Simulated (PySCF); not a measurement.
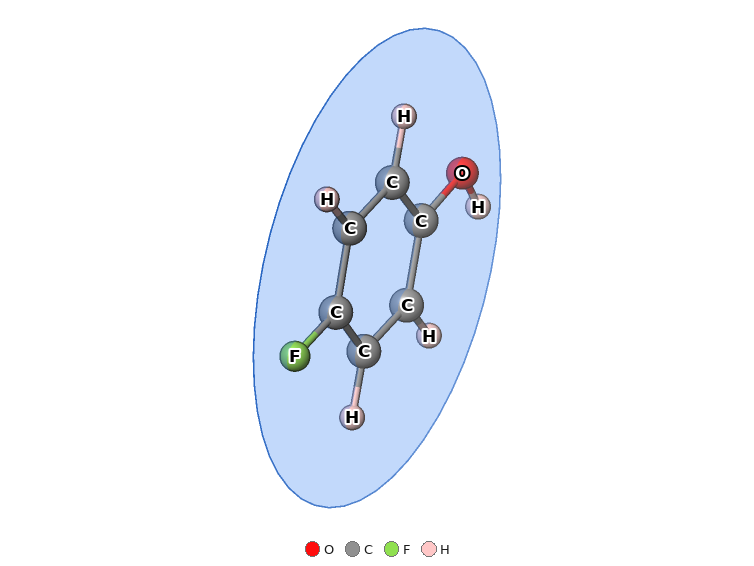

All proper rotation axes (lines) and mirror planes (discs) of the structure are drawn in. Depth is shown by fading: the farther an atom, the more it takes the colour of the background. The computed structure is the end point of a PBE0-D3(BJ)/def2-SVP optimisation. No frequency run is at hand to confirm it as a minimum.

Name the symmetry elements and the point group.

It has 1 mirror plane. Point group Cs. The group has 2 operations. The geometry is achiral, and symmetry allows a dipole moment.
